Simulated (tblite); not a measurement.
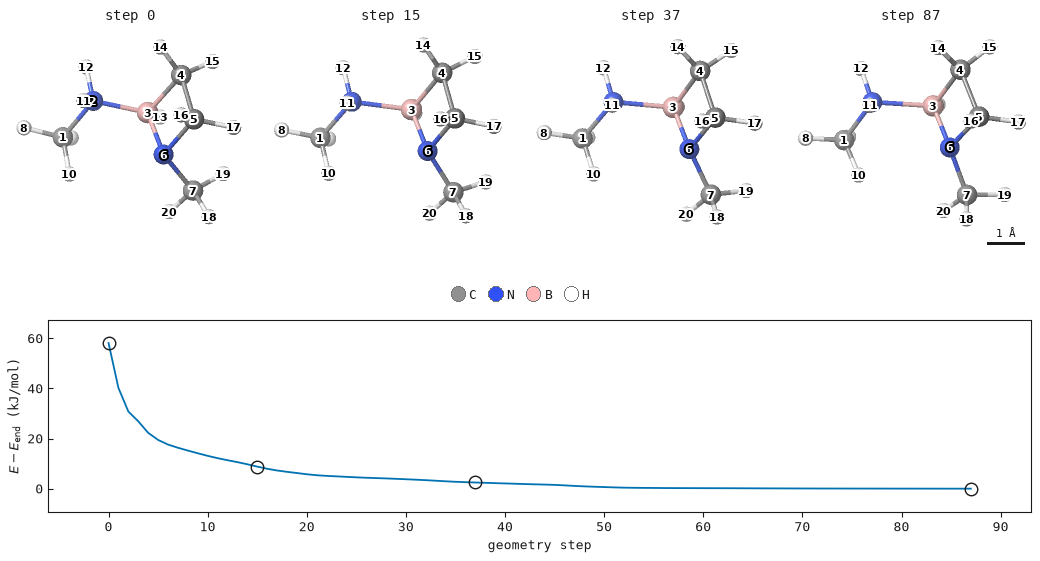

Frames of a relaxation of C₄H₁₃BN₂, marked on the history of the run. The picture is a ball-and-stick view, seen at a tilt.

The calculation used GFN2-xTB geometry optimisation, gas phase (tblite 0.8.0). 

Describe the path.

The energy falls by 58.1 kJ/mol in 87 geometry steps. An H atom moves most after the best rigid fit: 0.67 Å. Largest moves by element: H 0.67 Å, N 0.37 Å, B 0.29 Å, C 0.23 Å. Among the contacts that change: B–N 1.537 → 1.700 Å, B–N 1.553 → 1.494 Å, C–N 1.465 → 1.432 Å, H–N 1.048 → 1.016 Å. Among the angles between lasting bonds that change: B–N–C 111.4° → 131.4°, C–B–H 112.6° → 124.7°, N–B–H 114.7° → 123.5°. Cost: 0.82 s on 1 thread of Arm Neoverse N1, with other jobs on the host. From step 0 to 15: an H atom moves most (0.26 Å), energy −49.3 kJ/mol. From step 15 to 37: H atoms move most (0.27 Å), energy −6.34 kJ/mol. From step 37 to 87: an H atom moves most (0.29 Å), energy −2.47 kJ/mol.

```
step  E − E(0), kJ/mol
   0              0.00
   1            -17.93
   2            -27.32
   3            -31.24
   4            -35.85
   5            -38.67
   6            -40.53
   7            -41.79
   8            -42.92
   9            -43.99
  10            -45.02
  14            -48.39
  18            -51.40
  22            -53.02
  26            -53.77
  30            -54.37
  34            -55.18
  38            -55.79
  42            -56.29
  46            -56.81
  51            -57.62
  55            -57.84
  59            -57.92
  63            -57.96
  67            -58.01
  71            -58.06
  75            -58.08
  79            -58.10
  83            -58.12
  87            -58.13
```
